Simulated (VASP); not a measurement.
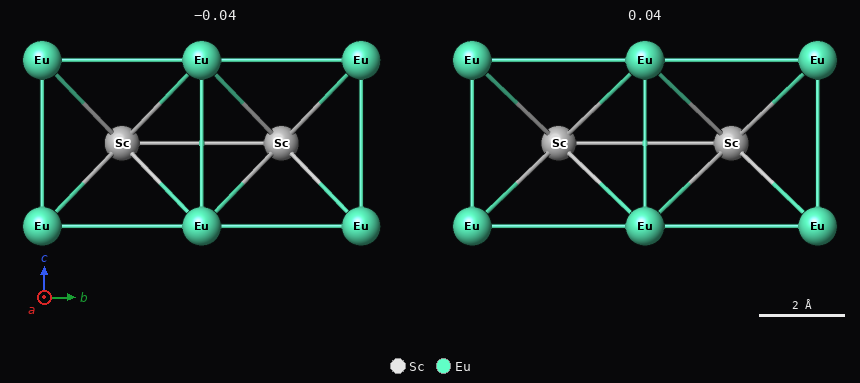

Crystalline EuSc (a generated structure, set up in P4/mmm), held at several strains, with the atoms relaxed (per unit of the tabulated number the cell is strained by 1.0 along b, 1.0 along a). The picture shows the first and the last member. The picture is a ball-and-stick view of the cell of the calculation, repeated 1 × 2 × 1 with one cell outlined, seen along the a axis.

Computed with VASP 6.6.1: PBE, VASP PAW PBE potentials, recommended. (plane-wave cutoff 520 eV; k-point mesh 5 × 5 × 5; occupations fermi-dirac; smearing width 0.05 eV; collinear spin)

```
strain  energy (meV/atom)
 −0.04              19.20
 −0.02               4.25
 −0.01               0.82
   0.0               0.00
  0.01               1.65
  0.02                  ?
  0.04              20.27
```

### Fill in the missing row.

A parabola through three neighbouring rows (0.0, 0.01, 0.04) gives, with Lagrange weights, (−0.5000)(0.00) + (1.3333)(1.65) + (0.1667)(20.27) = 5.58 meV/atom. The calculation gives 5.68 meV/atom. The estimate is 0.10 meV/atom too low. From the first member to the last: Eu–Eu 3.787 → 4.103 Å, Sc–Sc 3.787 → 4.103 Å, Eu–Sc 3.326 → 3.508 Å.

The whole series:

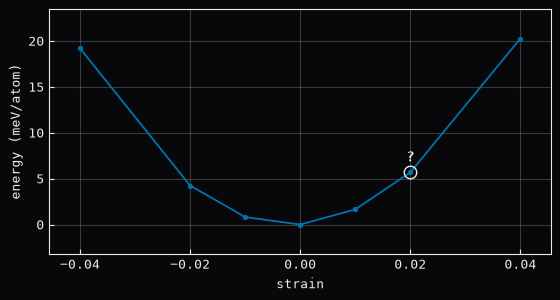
